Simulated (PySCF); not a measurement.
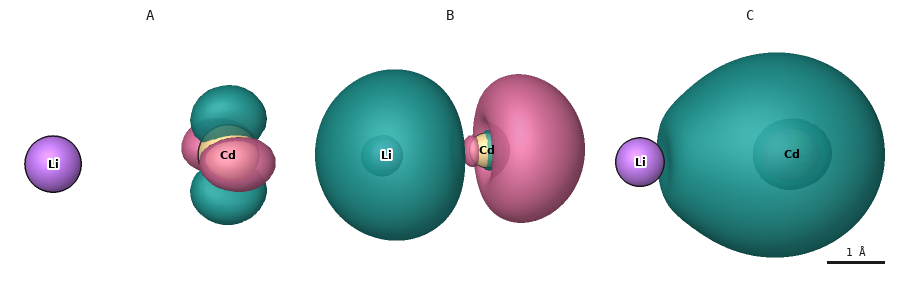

The picture shows: LiCd (charge +1). Three frontier orbitals, each drawn at the value that holds 80 % of its norm (teal and pink are the two phases), in no order; of a degenerate pair one member is drawn.

Core potentials replace the inner electrons of Cd.

Level of theory: PySCF, PBE0/def2-TZVP, non-relativistic Hamiltonian with scalar-relativistic core potentials where named, at a bond length of 2.770 Å.

**Name the orbitals and rank them from lowest to highest energy.**

Orbital A: δ, occupied, −19.06 eV; almost wholly on Cd.
Orbital C: σ, occupied, −11.77 eV; mainly on Cd (85 %).
Orbital B: σ, empty, −6.40 eV; shared between the atoms (Li 45 %, Cd 55 %).
